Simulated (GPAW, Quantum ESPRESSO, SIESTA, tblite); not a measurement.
# From one method to another: forces in C(100)/TiO2(101) interface (120 atoms)

Diamond-structure C(100), 3 repeat layers, 12 surface cells, strained +1.49 and +0.04 %; anatase TiO2(101), 2 layers, 2 cells, +0.00 and +0.00 %; outer planes 1.29 Å apart, 12 Å of vacuum above; not relaxed, displaced by a Gaussian of 0.02 Å. Then every atom was moved at random, 0.08 Å r.m.s. a Cartesian component.

Two calculations on one geometry. First: Kohn-Sham DFT, PBE, PAW, atomic orbitals (dzp); LCAO dzp; h 0.18 Å; levels smeared at 580 K (GPAW 26.7.0; Γ point). Second: Kohn-Sham DFT, PBE, SSSP efficiency 1.3.0 pseudopotentials, plane waves; sssp-1.3.0-efficiency; 60/480 Ry; levels smeared at 580 K (Quantum ESPRESSO 7.5; sssp-pbe-1.3.0-efficiency, cutoffs 60/480 Ry, Γ point).

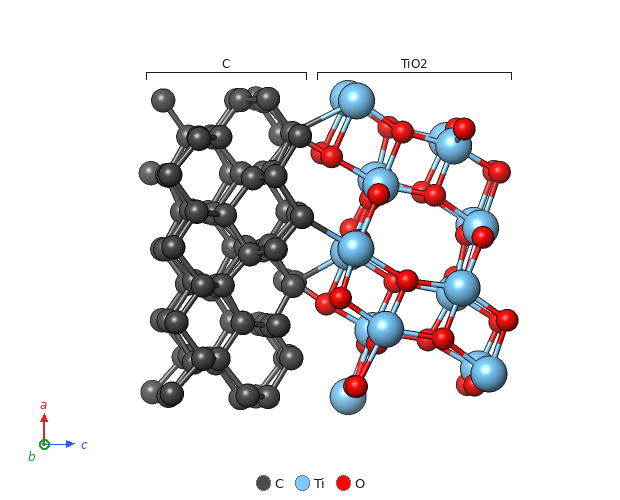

The structure (carbon dark grey, titanium blue, oxygen red). Bonds to atoms that aren't drawn are left out. Some periodic images of atoms are drawn too.

Cell vectors (Å):

```
10.239 0.000 0.000
0.000 7.570 0.000
0.000 0.000 23.581
```

Atom, position (Å) and force of the first calculation (eV/Å):

```
1 C 7.614 5.065 6.040 2.758 -0.073 1.222
2 C 6.347 2.515 6.739 -1.544 -0.010 3.752
3 C 6.300 3.825 7.713 2.535 0.029 1.872
4 C 7.683 3.946 8.670 -1.091 -2.702 -1.082
5 C 7.695 2.651 9.514 -1.732 -0.957 2.602
6 C 6.299 4.971 10.519 3.258 0.540 -2.617
7 C 7.613 2.592 6.206 3.044 0.930 -2.671
8 C 6.389 7.444 6.804 0.126 1.896 0.420
9 C 6.330 1.258 7.755 1.671 -0.786 -2.172
10 C 7.658 1.277 8.536 -1.873 0.472 4.272
11 C 7.612 7.521 9.519 0.505 7.136 4.763
12 C 6.366 2.671 10.355 -0.193 0.612 -1.143
13 C 7.664 0.007 5.880 0.549 -1.199 3.729
14 C 6.417 5.002 6.822 -3.307 1.558 0.392
15 C 6.262 6.206 7.888 2.443 2.351 -2.495
16 C 7.534 6.337 8.843 0.458 -1.467 -6.418
17 C 7.734 5.208 9.628 -1.938 -6.617 0.435
18 C 6.210 7.529 10.430 4.321 -0.936 0.220
19 C 5.079 5.019 5.934 1.355 -0.374 2.286
20 C 3.881 2.711 6.891 -0.847 -6.706 -2.459
21 C 3.823 3.755 7.829 0.494 3.151 3.670
22 C 5.149 4.038 8.794 -1.261 -14.801 -9.367
23 C 5.031 2.468 9.534 4.114 4.823 4.013
24 C 3.823 5.050 10.335 0.229 0.904 0.163
25 C 5.070 2.477 6.056 -0.192 0.405 -0.519
26 C 3.854 7.528 7.010 -0.128 2.035 -5.451
27 C 3.673 1.232 7.851 9.905 -0.181 -4.974
28 C 5.127 1.288 8.615 -3.885 -1.104 0.965
29 C 5.098 7.519 9.523 -0.328 3.466 2.640
30 C 3.926 2.495 10.623 -4.392 -2.535 -3.263
31 C 5.172 7.499 5.994 -2.346 0.066 2.202
32 C 3.989 4.879 6.938 -3.534 5.665 -3.756
33 C 3.855 6.323 7.800 -1.850 -3.336 -0.506
34 C 4.921 6.360 8.743 5.342 -4.058 -2.437
35 C 5.209 5.066 9.545 -4.236 8.118 6.993
36 C 3.979 0.109 10.502 -8.018 1.460 -1.505
37 C 2.629 4.995 6.047 -0.569 0.140 1.089
38 C 1.402 2.613 6.987 -3.151 -2.209 -4.353
39 C 1.157 3.862 7.785 3.672 -1.425 0.839
40 C 2.548 3.804 8.711 -0.707 -0.376 0.025
41 C 2.460 2.477 9.609 4.684 0.241 -3.261
42 C 1.341 5.103 10.274 -7.700 -0.636 3.651
43 C 2.629 2.507 6.041 -0.887 1.071 2.103
44 C 1.339 7.542 7.019 -0.783 3.960 -7.637
45 C 1.300 1.275 7.787 -1.474 0.692 0.389
46 C 2.567 1.196 8.567 -6.417 1.847 8.254
47 C 2.484 7.549 9.613 2.583 0.271 -0.367
48 C 1.390 2.616 10.402 -6.454 -0.955 0.456
49 C 2.592 7.527 6.103 0.591 -0.041 1.543
50 C 1.198 5.153 6.913 2.520 -5.652 -3.760
51 C 1.327 6.305 7.660 -1.262 1.341 6.752
52 C 2.558 6.177 8.505 -0.344 3.751 3.969
53 C 2.452 5.145 9.583 7.843 -3.246 -3.077
54 C 1.299 0.109 10.500 -0.711 0.317 -3.515
55 C 0.051 5.075 6.046 -2.857 0.393 0.470
56 C 8.932 2.510 6.951 -0.989 2.378 -3.295
57 C 8.913 3.826 7.713 0.774 0.539 3.790
58 C 10.202 3.707 8.652 -1.691 2.497 0.192
59 C 10.152 2.412 9.565 3.469 5.779 4.146
60 C 9.073 4.954 10.323 -6.290 0.442 2.193
61 C 10.181 2.492 6.086 2.437 0.348 0.441
62 C 8.898 7.468 6.888 1.534 2.941 -4.047
63 C 8.930 1.377 7.824 0.276 -5.576 -1.055
64 C 10.173 1.308 8.713 2.041 -1.277 -4.160
65 C 10.231 0.113 9.492 0.943 -2.633 4.181
66 C 9.006 2.635 10.568 -4.417 0.596 -3.361
67 C 0.139 7.549 5.939 -2.490 -0.199 3.304
68 C 8.922 5.149 7.072 0.375 -10.552 -11.632
69 C 8.950 6.226 7.725 0.402 11.504 7.387
70 C 0.064 6.405 8.657 -2.489 -1.089 -1.468
71 C 0.011 5.152 9.470 3.137 -2.574 3.229
72 C 8.997 0.028 10.354 -3.369 -2.243 -1.000
73 Ti 5.111 7.022 12.331 5.662 2.841 0.903
74 Ti 10.182 5.260 12.511 0.345 0.975 -0.220
75 Ti 7.269 5.207 13.356 0.954 -0.025 -0.829
76 Ti 2.344 7.072 13.353 -2.320 -0.010 2.225
77 O 6.975 6.975 13.121 0.990 2.107 0.834
78 O 1.851 5.261 13.224 -0.333 -0.616 -0.230
79 O 9.109 5.314 14.096 1.290 -0.456 -2.885
80 O 4.012 7.107 14.099 1.660 0.118 -0.921
81 O 0.380 7.062 12.352 0.003 0.145 1.428
82 O 5.388 5.296 12.626 -0.913 -3.163 0.675
83 O 8.257 5.133 11.666 5.296 -0.044 0.875
84 O 3.418 7.121 11.794 -0.999 1.271 -4.037
85 Ti 3.763 7.062 15.991 -3.336 3.433 0.902
86 Ti 8.633 5.267 15.863 1.283 -0.597 4.109
87 Ti 5.805 5.166 16.797 5.594 1.291 0.092
88 Ti 0.809 6.904 16.933 4.943 6.879 -0.456
89 O 5.503 7.129 16.707 3.022 -0.688 1.287
90 O 0.411 5.338 16.576 0.268 -6.650 0.480
91 O 7.725 5.084 17.459 -2.944 0.330 1.129
92 O 2.651 7.115 17.541 -1.797 -0.558 1.363
93 O 9.227 7.052 16.069 -1.037 2.029 -0.086
94 O 3.948 5.314 16.222 0.851 -5.307 0.523
95 O 6.933 5.288 15.208 -3.496 -0.108 -0.055
96 O 2.019 7.121 15.336 -3.535 0.085 -2.149
97 Ti 4.964 3.326 12.408 4.849 -0.816 0.073
98 Ti 10.236 1.572 12.548 1.272 -2.467 -3.188
99 Ti 7.439 1.478 13.519 -3.426 -0.471 -7.472
100 Ti 2.271 3.224 13.254 -1.239 2.674 0.634
101 O 6.784 3.413 13.155 1.141 -1.314 0.762
102 O 1.794 1.523 13.213 0.659 -3.886 0.476
103 O 9.242 1.447 13.959 0.167 -0.510 3.478
104 O 3.953 3.282 14.006 1.941 0.070 0.984
105 O 0.359 3.268 12.616 -0.628 3.566 0.488
106 O 5.729 1.334 12.664 -2.571 1.072 -0.128
107 O 8.362 1.530 11.645 4.013 0.983 -3.955
108 O 3.184 3.238 11.648 2.429 -0.734 -2.363
109 Ti 3.562 3.422 16.045 1.436 -1.824 -0.885
110 Ti 8.796 1.454 15.959 1.439 0.430 4.106
111 Ti 5.877 1.513 16.893 3.160 -1.717 -0.473
112 Ti 0.956 3.385 16.881 -2.862 -1.686 -3.070
113 O 5.565 3.287 16.476 -0.713 1.333 0.524
114 O 0.400 1.375 16.671 0.526 1.882 0.877
115 O 7.730 1.478 17.578 -1.304 -0.127 -1.443
116 O 2.566 3.388 17.621 0.448 0.021 0.943
117 O 9.200 3.428 16.117 0.657 -1.751 -0.229
118 O 4.081 1.339 16.251 -0.600 3.638 0.125
119 O 7.016 1.541 15.105 -2.642 -0.175 6.306
120 O 1.952 3.398 15.139 -2.518 -0.020 3.070
```

Q: Give the forces of the second method.

Atom and force (eV/Å):

```
1 2.358 -0.052 1.589
2 -1.301 -0.015 3.268
3 2.513 0.231 1.683
4 -0.960 -2.817 -0.984
5 -1.860 -0.776 2.615
6 3.024 0.619 -2.990
7 2.659 0.829 -2.188
8 -0.095 1.922 0.015
9 1.593 -0.730 -1.954
10 -1.729 0.458 4.013
11 0.566 6.647 4.509
12 -0.246 0.618 -1.422
13 0.517 -1.246 3.893
14 -3.001 1.403 0.223
15 2.482 2.380 -2.494
16 0.429 -1.368 -5.770
17 -1.813 -6.330 0.194
18 3.987 -0.938 -0.145
19 1.216 -0.366 2.631
20 -0.807 -6.389 -2.592
21 0.410 3.074 3.138
22 -1.127 -14.018 -8.878
23 4.122 4.613 4.084
24 0.207 0.910 -0.171
25 -0.083 0.455 -0.031
26 -0.274 1.845 -5.351
27 9.299 -0.406 -4.618
28 -3.677 -0.944 0.994
29 -0.272 3.168 2.804
30 -4.372 -2.266 -3.218
31 -2.034 0.046 2.515
32 -3.410 5.397 -3.876
33 -1.772 -3.018 -0.364
34 5.211 -3.793 -2.427
35 -4.137 7.425 6.676
36 -7.849 1.208 -1.506
37 -0.526 0.160 1.251
38 -3.056 -2.141 -4.291
39 3.469 -1.580 0.764
40 -0.599 -0.421 0.023
41 4.079 0.395 -2.884
42 -7.152 -0.564 3.036
43 -0.854 1.099 2.442
44 -0.722 3.705 -7.536
45 -1.255 0.623 0.301
46 -5.988 1.865 7.733
47 2.328 0.460 -0.178
48 -5.860 -1.082 -0.058
49 0.586 -0.008 1.866
50 2.244 -5.360 -3.724
51 -1.161 1.315 6.321
52 -0.317 3.580 3.863
53 7.306 -3.185 -2.716
54 -0.494 0.272 -3.885
55 -2.482 0.449 0.842
56 -0.965 2.223 -3.299
57 0.719 0.631 3.632
58 -1.526 2.466 0.055
59 3.299 5.526 3.920
60 -6.257 0.627 1.979
61 2.210 0.337 0.661
62 1.420 2.707 -4.063
63 0.122 -5.234 -1.024
64 1.926 -1.203 -3.714
65 0.765 -2.482 4.071
66 -4.270 0.416 -3.525
67 -2.421 -0.156 3.434
68 0.357 -9.939 -10.994
69 0.463 10.832 6.578
70 -2.501 -1.177 -1.244
71 3.021 -2.436 3.382
72 -3.216 -2.194 -1.347
73 5.388 2.546 1.081
74 0.368 1.099 -0.023
75 0.774 0.134 -0.809
76 -1.899 -0.159 2.247
77 0.938 1.784 0.866
78 -0.409 -0.393 -0.263
79 1.057 -0.497 -2.778
80 1.249 0.036 -0.936
81 -0.021 -0.099 1.626
82 -0.805 -2.809 0.647
83 5.434 -0.032 1.092
84 -0.587 1.324 -3.591
85 -3.354 3.240 0.944
86 1.182 -0.532 3.933
87 5.510 1.292 -0.342
88 4.803 6.180 -0.963
89 2.730 -0.768 1.199
90 0.427 -5.875 0.763
91 -2.971 0.425 0.653
92 -1.875 -0.622 1.011
93 -0.987 1.896 0.010
94 1.062 -5.000 0.505
95 -3.100 -0.125 -0.001
96 -3.207 -0.007 -2.077
97 4.702 -0.743 0.315
98 1.281 -1.992 -2.668
99 -3.561 -0.423 -6.803
100 -1.159 2.363 0.690
101 1.059 -1.093 0.783
102 0.495 -3.409 0.411
103 0.042 -0.466 3.105
104 1.647 0.075 0.696
105 -0.601 3.090 0.665
106 -2.415 1.047 0.030
107 4.132 1.066 -3.668
108 2.718 -0.907 -1.951
109 1.188 -1.692 -0.870
110 1.374 0.400 4.039
111 2.974 -1.601 -0.860
112 -2.375 -1.609 -3.180
113 -0.797 1.239 0.730
114 0.380 1.885 0.862
115 -1.413 -0.122 -1.788
116 0.092 0.082 0.318
117 0.672 -1.701 -0.230
118 -0.254 3.477 0.191
119 -2.138 -0.265 5.689
120 -2.219 -0.042 3.164
```

The two sets differ by 255 meV/Å r.m.s., 8.5 % of the r.m.s. force of the Quantum ESPRESSO run. The runs have no spin polarisation, so any moments at edges, vacancies or dangling bonds can't form. The electronic-structure runs sample only Γ, in a cell whose shortest periodic width is 8 Å, which is coarse for a cell with partly filled levels.

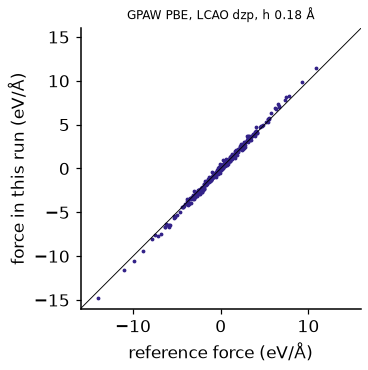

Force components against those of the reference; the line marks equality.

[Logs are printed without paths, hosts, clocks, repeated set-up lines and the standing remarks that a program may print on its own settings, such as how far it seeks lower states.]

[Hosts, paths, dates, database ids (printed as entryN), source tags and the programs' standing remarks are cut or masked in the printed files.]
